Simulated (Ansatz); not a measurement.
**RuSi, pressure series**

The parent structure is RuSi (space group P2_13, No. 198; a = 4.736 Å).

Cell and atoms are relaxed at each pressure.

Computed with PBE, PAW, 420 eV (Ansatz, a first-principles code; no SOC), earlier PAW set.

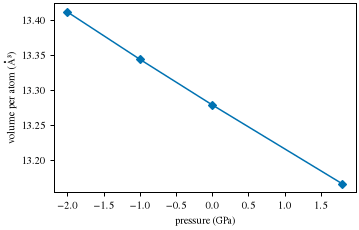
Figure. Volume per atom against pressure

```tsv
pressure (GPa)	volume per atom
-2	13.41 Å³
-1	13.34 Å³
1.8	13.17 Å³
```

Load acts through the strain it causes; cell and atoms are relaxed under it. Whether these cells are dynamically stable was not tested.
